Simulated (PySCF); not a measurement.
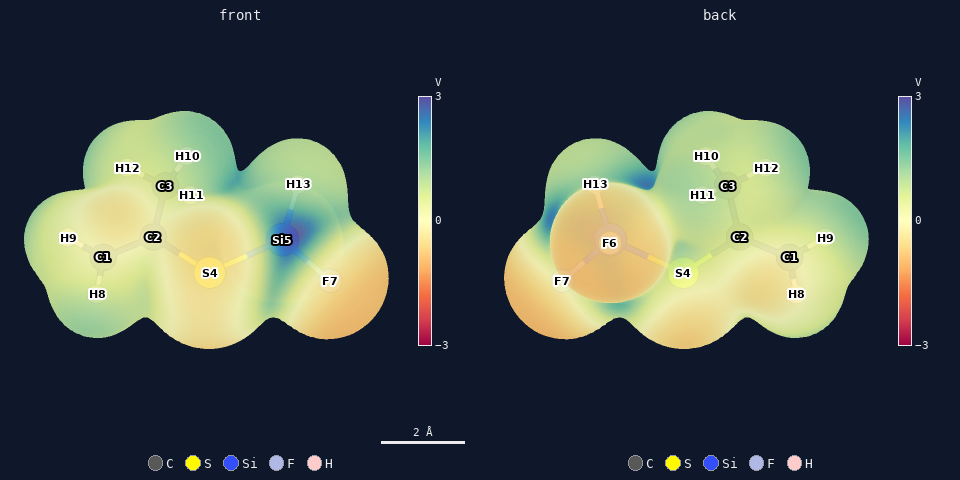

C$_{3}$H$_{6}$F$_{2}$SSi. The molecular electrostatic potential painted on the density surface at 0.004 e/bohr³, seen from the front and from behind; red is negative and blue positive.

Geometry: GFN2-xTB.

Theory: PBE0/pcSseg-1, SCF density, gas phase, non-relativistic (PySCF 2.14.0).

```xyz
13

C    -2.2920   -0.3428   -0.2631
C    -1.0008   -0.0703   -0.1622
C    -0.3346    1.0963   -0.8094
S    -0.0011   -1.1647    0.8445
Si    2.0228   -0.6918    0.4227
F     2.3653   -0.7798   -1.1359
F     2.8772   -1.8805    1.0403
H    -2.7283   -1.1964    0.2230
H    -2.9501    0.2859   -0.8373
H     0.1619    1.7185   -0.0656
H     0.4094    0.7655   -1.5325
H    -1.0749    1.6993   -1.3306
H     2.5406    0.5611    0.9046
```

Q: Where is the surface potential most negative and most positive?

A: The most negative region (about −0.9 V) lies over F6 and F7, the most positive (about +2.5 V) over Si5.

Q: What dipole moment does the calculation give?

A: Its dipole moment is 2.87 D.
